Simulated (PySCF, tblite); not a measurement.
**C₈H₁₀Si: geometry, infrared bands and NMR shifts**

Aim: predict the infrared bands and NMR shifts of C₈H₁₀Si (`C=C(C#CC)C#C[SiH2]C`).

Computed with tblite 0.8.0 and PySCF 2.14.0, with density-fitted response routines of our own, on a single molecule in the gas phase. Atoms count from 0, in the outputs and in this text.

## 1. Starting geometry

19 atoms, charge 0, multiplicity 1; geometry from: force field or distance geometry start.

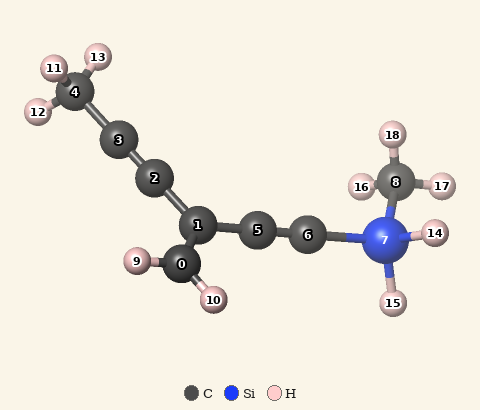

The starting geometry (carbon dark grey, silicon blue, hydrogen pink), atoms numbered; sticks join atoms by distance.

## 2. Geometry optimisation with GFN2-xTB

Job settings and geometry (Å):

```
{"job": {"kind": "relax", "xc": "GFN2-xTB", "basis": "xTB"}, "charge": 0, "multiplicity": 1}
C      1.548200     0.379200    -2.499700
C      1.099100     0.085300    -1.277400
C      1.972800    -0.618600    -0.365000
C      2.685900    -1.193800     0.382400
C      3.563300    -1.916500     1.324700
C     -0.218000     0.460400    -0.879400
C     -1.321500     0.783400    -0.548500
Si    -3.038000     1.274200    -0.008600
C     -3.407700     0.742200     1.723900
H      2.532000     0.106600    -2.825000
H      0.907200     0.909200    -3.209000
H      4.565400    -1.484900     1.314800
H      3.643300    -2.968400     1.049500
H      3.180800    -1.863600     2.336400
H     -3.202000     2.751400    -0.119900
H     -4.043000     0.660100    -0.917600
H     -3.336500    -0.337600     1.835700
H     -4.426200     1.035300     2.015300
H     -2.715000     1.205400     2.436700
```

Command:

```
OMP_NUM_THREADS=1 python probes_run.py task.json out
```

This one command runs all jobs of the session in turn.

What it wrote:

```text
step      E/eV     max force
  0    -647.45419    3.265
  1    -647.25055    6.844
  2    -647.55574    0.565
  3    -647.56277    0.271
  4    -647.56996    0.474
  5    -647.57462    0.789
  6    -647.58029    0.280
  7    -647.58312    0.195
  8    -647.58553    0.152
  9    -647.58744    0.136
 10    -647.59050    0.161
 11    -647.59294    0.120
 12    -647.59441    0.080
 13    -647.59509    0.062
 14    -647.59572    0.062
 15    -647.59634    0.079
 16    -647.59671    0.052
 17    -647.59689    0.048
 18    -647.59702    0.041
 19    -647.59719    0.049
 20    -647.59737    0.046
 21    -647.59749    0.028
 22    -647.59755    0.019
 23    -647.59760    0.020
 24    -647.59765    0.025
 25    -647.59773    0.026
 26    -647.59782    0.030
 27    -647.59793    0.024
 28    -647.59804    0.025
 29    -647.59814    0.023
 30    -647.59823    0.025
 31    -647.59836    0.031
 32    -647.59853    0.033
 33    -647.59877    0.048
 34    -647.59902    0.045
 35    -647.59922    0.028
 36    -647.59937    0.036
 37    -647.59953    0.036
 38    -647.59970    0.042
 39    -647.59989    0.040
 40    -647.60008    0.043
 41    -647.60031    0.051
 42    -647.60059    0.057
 43    -647.60087    0.044
 44    -647.60103    0.021
 45    -647.60111    0.018
 46    -647.60116    0.018
 47    -647.60123    0.024
 48    -647.60134    0.028
 49    -647.60147    0.025
 50    -647.60159    0.027
 51    -647.60170    0.022
 52    -647.60179    0.025
 53    -647.60187    0.024
 54    -647.60195    0.019
 55    -647.60202    0.020
 56    -647.60209    0.022
 57    -647.60219    0.024
 58    -647.60235    0.030
 59    -647.60259    0.043
 60    -647.60289    0.061
 61    -647.60326    0.067
 62    -647.60366    0.056
 63    -647.60402    0.041
 64    -647.60425    0.033
 65    -647.60436    0.029
 66    -647.60443    0.025
 67    -647.60449    0.019
 68    -647.60456    0.021
 69    -647.60461    0.020
 70    -647.60465    0.018
 71    -647.60469    0.014
 72    -647.60474    0.018
 73    -647.60480    0.032
 74    -647.60486    0.025
 75    -647.60492    0.035
 76    -647.60498    0.029
 77    -647.60506    0.040
 78    -647.60517    0.056
 79    -647.60529    0.046
 80    -647.60539    0.029
 81    -647.60547    0.022
 82    -647.60555    0.042
 83    -647.60564    0.053
 84    -647.60573    0.050
 85    -647.60580    0.025
 86    -647.60582    0.013
 87    -647.60584    0.013
 88    -647.60584    0.010
 89    -647.60585    0.004
```

Run time: 0.62 s. Hardware: 1 thread of Arm Neoverse V2, shared host; peak memory 0.18 GiB.

Relaxation path: (not every step is listed) (the energy doesn't fall at every step)

```csv
step,energy from step 0 (eV),largest force (eV/Å)
0,0.0000,3.2655
1,0.2036,6.8436
2,-0.1015,0.5650
3,-0.1086,0.2708
4,-0.1158,0.4741
5,-0.1204,0.7888
6,-0.1261,0.2795
7,-0.1289,0.1951
8,-0.1313,0.1524
15,-0.1422,0.0789
22,-0.1434,0.0194
29,-0.1439,0.0233
36,-0.1452,0.0362
43,-0.1467,0.0440
50,-0.1474,0.0266
57,-0.1480,0.0244
64,-0.1501,0.0328
71,-0.1505,0.0140
78,-0.1510,0.0556
84,-0.1515,0.0501
85,-0.1516,0.0251
86,-0.1516,0.0128
87,-0.1516,0.0127
88,-0.1516,0.0102
89,-0.1517,0.0041
```

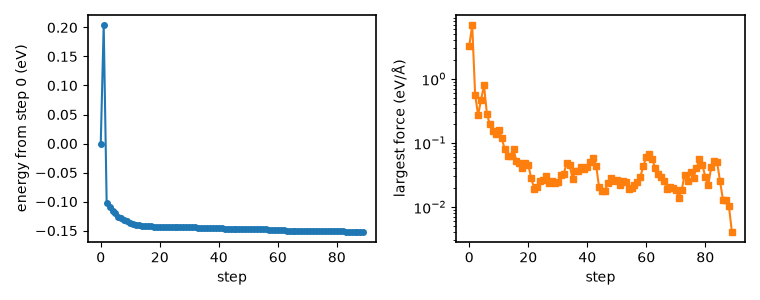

Energy and force, step by step.

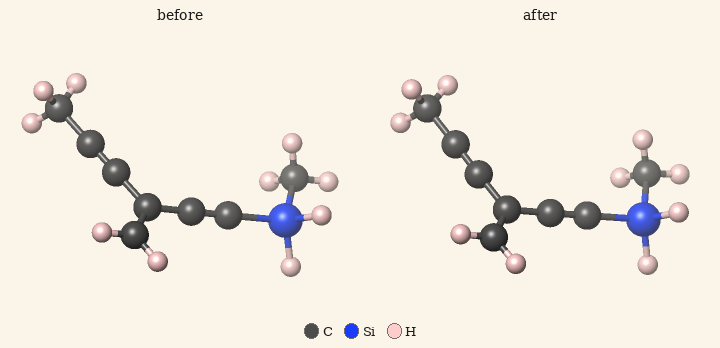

Before and after, at one scale.

Close pairs (by a distance rule), those that changed most:

| bond | before (Å) | after (Å) | change (Å) |
| --- | --- | --- | --- |
| Si7–C8 | 1.850 | 1.898 | +0.048 |
| C3–C4 | 1.477 | 1.444 | -0.032 |
| C1–C2 | 1.446 | 1.420 | -0.026 |
| Si7–H14 | 1.490 | 1.469 | -0.021 |
| C2–C3 | 1.182 | 1.202 | +0.020 |
| C6–Si7 | 1.865 | 1.847 | -0.019 |
| Si7–H15 | 1.488 | 1.469 | -0.018 |
| C0–H10 | 1.093 | 1.076 | -0.017 |

The next job starts from the end point, and lists it.

## 3. Vibrational analysis with GFN2-xTB

Job settings and geometry (Å):

```
{"job": {"kind": "ir", "xc": "GFN2-xTB", "basis": "xTB"}, "charge": 0, "multiplicity": 1}
C      1.573030     0.414247    -2.620751
C      1.115206     0.125660    -1.396447
C      1.893853    -0.562439    -0.428633
C      2.527504    -1.143763     0.411803
C      3.305284    -1.843323     1.407646
C     -0.189845     0.488073    -0.970567
C     -1.297431     0.788453    -0.589398
Si    -2.989686     1.250407    -0.012605
C     -3.193606     0.640618     1.773072
H      2.566160     0.131626    -2.925342
H      0.960452     0.936603    -3.335283
H      4.312708    -1.429478     1.454255
H      3.371376    -2.901178     1.152256
H      2.834966    -1.744558     2.385863
H     -3.118847     2.712752    -0.075390
H     -3.973682     0.603698    -0.891553
H     -3.075849    -0.437673     1.837041
H     -4.177001     0.889183     2.162794
H     -2.454395     1.090344     2.430312
```

What it wrote:

```text
mode    cm-1     km/mol
  1     -17.7      0.02
  2      -0.7      0.02
  3      37.2      0.30
  4      92.9      0.92
  5      94.1      0.10
  6     124.6      1.13
  7     160.2      1.27
  8     161.5      0.15
  9     252.5      5.22
 10     263.0      0.86
 11     271.2      8.19
 12     302.8      0.05
 13     379.6      8.88
 14     449.3      2.77
 15     463.0     81.44
 16     563.8      8.31
 17     568.3      5.57
 18     584.7      5.53
 19     677.2    213.48
 20     695.7      0.04
 21     731.6     10.79
 22     764.2     60.59
 23     782.2    254.25
 24     834.0     81.38
 25     839.5    286.20
 26     863.4     22.93
 27     979.0     32.63
 28    1019.5     10.36
 29    1025.5     10.41
 30    1094.5     56.68
 31    1311.3     10.91
 32    1376.1      5.67
 33    1386.2      1.76
 34    1394.0      0.78
 35    1453.2      5.43
 36    1453.6      5.14
 37    1492.2      0.02
 38    1493.3      0.14
 39    1628.1      6.85
 40    2199.0    489.42
 41    2214.6    259.18
 42    2279.2     74.20
 43    2375.7     77.56
 44    2997.3     22.60
 45    3000.7     23.51
 46    3007.9     31.63
 47    3034.0     52.33
 48    3035.0     41.84
 49    3039.4      4.51
 50    3109.1     14.51
 51    3140.8     36.45
```

Run time: 0.71 s. Hardware: 1 thread of Arm Neoverse V2, shared host; peak memory 0.18 GiB.

The strongest bands and the atoms that carry them (share of the mass-weighted mode):

```csv
cm⁻¹,km/mol,atoms
463,81.4,"H14 34 %, H15 34 %, Si7 14 %"
677,213.5,"H14 39 %, H15 38 %, H17 11 %"
782,254.2,"H15 37 %, H14 37 %, Si7 15 %"
834,81.4,"H16 34 %, H18 34 %, C8 17 %"
840,286.2,"H17 37 %, C8 14 %, H18 11 %, H16 11 %"
2199,489.4,"H15 48 %, H14 47 %"
2215,259.2,"H14 49 %, H15 48 %"
2376,77.6,"C3 50 %, C2 48 %"
```

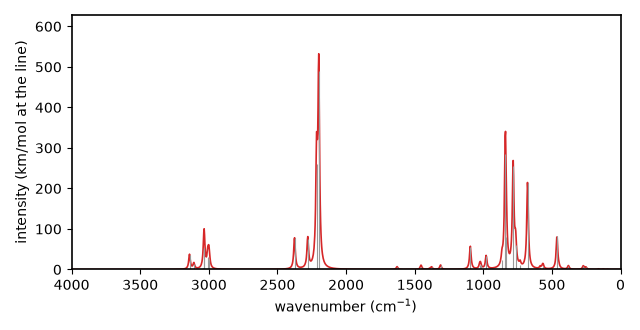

The infrared spectrum from these modes, unscaled. Lines are broadened to a width of 14 cm⁻¹ (Lorentzian).

## 4. Nuclear shieldings: PBE0/pcSseg-1

The job, as its differences from that of step 3:

```diff
@@ -1,2 +1,2 @@
-{"job": {"kind": "ir", "xc": "GFN2-xTB", "basis": "xTB"}, "charge": 0, "multiplicity": 1}
+{"job": {"kind": "nmr", "xc": "PBE0", "basis": "pcSseg-1"}, "charge": 0, "multiplicity": 1}
 C      1.573030     0.414247    -2.620751
```

With the program's defaults for keys left out, this is: GIAO PBE0/pcSseg-1 NMR shielding, non-relativistic, gas phase.

What it wrote:

```text
coarse grid: 16512 points
cycle   1  E = -599.5537132323  dE =  1.088e+00  |g| = 5.165e-01  |ddm| = 4.472e+00
cycle   2  E = -599.5518967379  dE =  1.816e-03  |g| = 5.209e-01  |ddm| = 1.328e+00
cycle   3  E = -599.6162247721  dE = -6.433e-02  |g| = 1.552e-01  |ddm| = 6.582e-01
cycle   4  E = -599.6216109152  dE = -5.386e-03  |g| = 6.061e-02  |ddm| = 1.647e-01
cycle   5  E = -599.6224820985  dE = -8.712e-04  |g| = 1.813e-02  |ddm| = 5.471e-02
cycle   6  E = -599.6225486564  dE = -6.656e-05  |g| = 7.551e-03  |ddm| = 2.137e-02
cycle   7  E = -599.6225620128  dE = -1.336e-05  |g| = 1.652e-03  |ddm| = 7.597e-03
cycle   8  E = -599.6225627026  dE = -6.897e-07  |g| = 2.372e-04  |ddm| = 1.852e-03
final grid: 155312 points
cycle   9  E = -599.6785507235  dE = -3.314e-05  |g| = 7.226e-03  |ddm| = 9.014e-02
cycle  10  E = -599.6785489654  dE =  1.758e-06  |g| = 7.717e-03  |ddm| = 1.645e-02
cycle  11  E = -599.6785636192  dE = -1.465e-05  |g| = 1.860e-03  |ddm| = 7.383e-03
cycle  12  E = -599.6785644826  dE = -8.634e-07  |g| = 4.352e-04  |ddm| = 1.856e-03
cycle  13  E = -599.6785645263  dE = -4.372e-08  |g| = 1.451e-04  |ddm| = 4.867e-04
cycle  14  E = -599.6785645310  dE = -4.678e-09  |g| = 6.324e-05  |ddm| = 2.210e-04
cycle  15  E = -599.6785645320  dE = -9.628e-10  |g| = 1.330e-05  |ddm| = 6.516e-05
converged SCF energy = -599.6785645320

GIAO shielding tensors (ppm)
atom      isotropic    diamagn.    paramagn.     s11        s22        s33       span
  0 C       46.605     245.168    -198.563    -80.860     63.584    157.090    237.951
  1 C       67.100     264.997    -197.897    -39.734     84.318    156.715    196.449
  2 C      103.042     251.335    -148.293     14.035     15.025    280.066    266.031
  3 C       89.851     270.465    -180.615     22.823     25.576    221.154    198.331
  4 C      181.280     255.544     -74.264    174.038    174.696    195.106     21.068
  5 C       73.869     260.737    -186.868    -27.462    -23.810    272.880    300.342
  6 C       90.350     262.995    -172.645     20.451     29.576    221.024    200.573
  7 Si     418.353     883.687    -465.335    394.611    409.565    450.882     56.272
  8 C      191.732     254.043     -62.311    187.214    190.553    197.428     10.214
  9 H       25.627      29.333      -3.706     21.567     24.988     30.327      8.760
 10 H       25.609      30.201      -4.593     21.488     24.946     30.392      8.904
 11 H       29.549      26.819       2.730     24.489     27.664     36.495     12.006
 12 H       29.525      28.486       1.039     24.554     27.660     36.361     11.807
 13 H       29.535      33.097      -3.562     24.340     28.262     36.002     11.662
 14 H       27.171      29.493      -2.322     23.578     25.655     32.280      8.702
 15 H       27.172      29.540      -2.367     23.581     25.654     32.281      8.700
 16 H       31.267      33.368      -2.101     27.040     28.992     37.768     10.728
 17 H       31.660      26.770       4.890     27.159     28.094     39.726     12.567
 18 H       31.268      33.294      -2.026     27.037     28.997     37.770     10.733
```

It took 48 s on 1 thread of Arm Neoverse V2, shared host; peak memory 0.94 GiB.

The references, computed at this level on geometries of the same kind, shield at (ppm): 1H TMS 31.72, 13C TMS 186.9, 29Si TMS 349.2. Their shielding less the atom's gives the shift. The references are single molecules in the gas phase. Atoms listed in one row are averaged.

```
        atoms                               environment  σ (ppm)  δ (ppm)  δ scaled to CDCl3
           C0                      terminal =CH2 carbon     46.6    140.3              135.0
           C1           fully substituted alkene carbon     67.1    119.8              115.0
           C5                             alkyne carbon     73.9    113.1              108.4
           C3                             alkyne carbon     89.9     97.1               92.8
           C6                             alkyne carbon     90.4     96.6               92.3
           C2                             alkyne carbon    103.0     83.9               80.0
           C4                 propargylic methyl carbon    181.3      5.6                3.6
           C8                methyl carbon bonded to Si    191.7     -4.8               -6.6
          H10        hydrogen on a terminal =CH2 carbon    25.61     6.11               5.86
           H9        hydrogen on a terminal =CH2 carbon    25.63     6.09               5.85
     H14, H15       hydrogen on a silicon bonded to 2 C    27.17     4.55                  –
H11, H12, H13   hydrogen on a propargylic methyl carbon    29.54     2.18               2.16
H16, H17, H18  hydrogen on a methyl carbon bonded to Si    31.40     0.32               0.41
          Si7                silicon bonded to 2 C, 2 H    418.4    -69.2                  –
```

The scaled column applies a straight-line fit of computed shieldings to shifts measured in CDCl3 (root-mean-square error 0.16 ppm for H, 1.9 ppm for C).

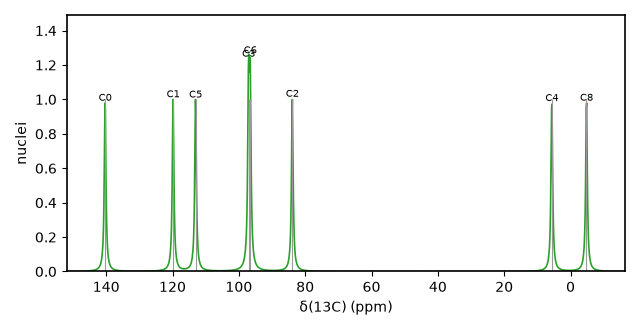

13C lines at the computed shifts, without couplings. Lines are broadened to a width of 0.58 ppm (Lorentzian).

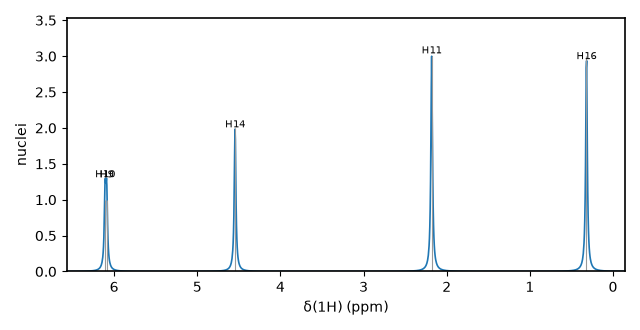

1H lines at the computed shifts, without couplings. Lines are broadened to a width of 0.02 ppm (Lorentzian).

The run also stored atomic charges by several schemes (e):

```
atoms  Mulliken    IAO  Hirshfeld  ESP fit
   C0      0.00  -0.28      -0.07    -0.51
   C1     -0.64  -0.01       0.02     0.35
   C2      0.28  -0.07      -0.07    -0.37
   C3     -0.31  -0.02      -0.03     0.21
   C4     -0.20  -0.44      -0.09    -0.53
   C5      0.38   0.00      -0.03    -0.02
   C6     -0.47  -0.35      -0.16    -0.37
  Si7      0.65   0.79       0.36     0.71
   C8     -0.63  -0.72      -0.21    -0.51
```

IAO charges:

C0 -0.28; C1 -0.01; C2 -0.07; C3 -0.02; C4 -0.44; C5 0.00; C6 -0.35; Si7 0.79; C8 -0.72; H9 0.17; H10 0.17; H11 0.17; H12 0.17; H13 0.17; H14 -0.12; H15 -0.12; H16 0.16; H17 0.16; H18 0.16

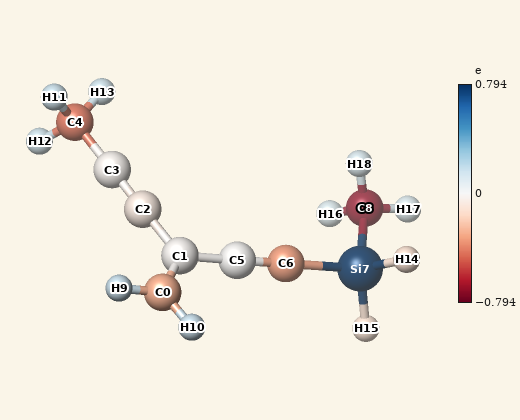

IAO charges, as colours on the atoms.

Mayer bond orders: C0–C1 1.93, C1–C2 1.07, C2–C3 2.31, C3–C4 1.25, C1–C5 1.06, C5–C6 2.26, C6–Si7 1.01, Si7–C8 0.96.

Orbitals, density, ELF and potential are computed afterwards from the orbital file.

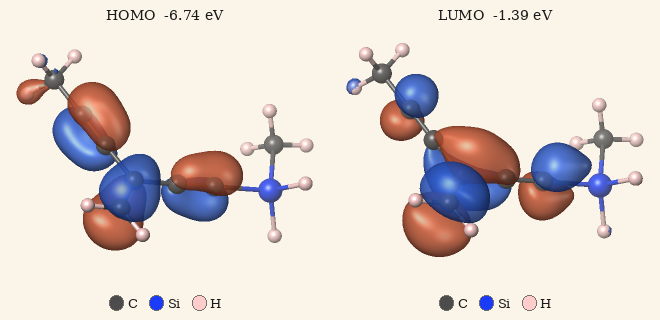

Frontier orbitals at PBE0/pcSseg-1; each surface holds 70 % of the orbital's density, blue and red mark the sign.

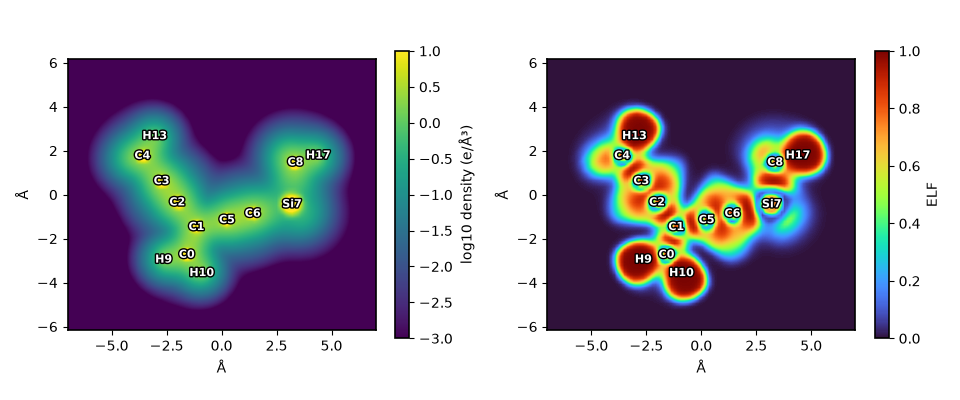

Density (left) and ELF (right) in a plane through or near 13 of the atoms.

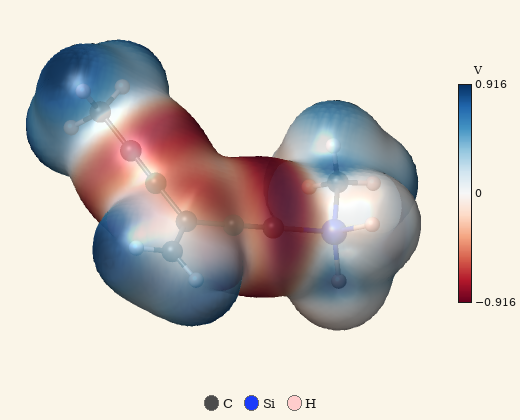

The potential that a unit positive charge feels on the 0.002 e/bohr³ surface, from -0.89 V near C5 to 0.92 V near H11.

## 5. What came out

| quantity | value |
| --- | --- |
| strongest single infrared mode (GFN2-xTB) | 2199 cm⁻¹, 489 km/mol |
| zero-point energy (GFN2-xTB) | 87.9 kcal/mol |
| 13C shifts against TMS (PBE0/pcSseg-1) | 140.3, 119.8, 113.1, 97.1, 96.6, 83.9, 5.6, -4.8 ppm |
| 1H shifts against TMS (PBE0/pcSseg-1, means over atoms taken as alike) | 6.11, 6.09, 4.55, 2.18, 0.32 ppm |
| 29Si shifts against TMS (PBE0/pcSseg-1) | -69.2 ppm |
| surface potential, least and greatest | -0.89 V and 0.92 V |

**Reading.** Relaxing lowered the energy by 0.152 eV in 89 steps; the close pair that moved most is Si7–C8, from 1.850 to 1.898 Å. The lowest mode is slightly imaginary (18i cm⁻¹), a soft motion within the noise of the Hessian, so the minimum is not strictly shown. The strongest single mode, at 2199 cm⁻¹, moves mainly H15 and H14. Unscaled tight-binding wavenumbers are off by several per cent, some by more. Its intensities can rank the bands wrongly. The most deshielded carbon is C0 (terminal =CH2 carbon), at 140.3 ppm: the olefinic region. At PBE0/pcSseg-1: Shielding is most anisotropic at C5 (span 300 ppm, paramagnetic term -187 ppm). By nearest atom (PBE0/pcSseg-1), the HOMO sits on C0 26 %; C3, C6 about 16 % each and the LUMO on C0 27 %; C1, C6 about 16 % each.
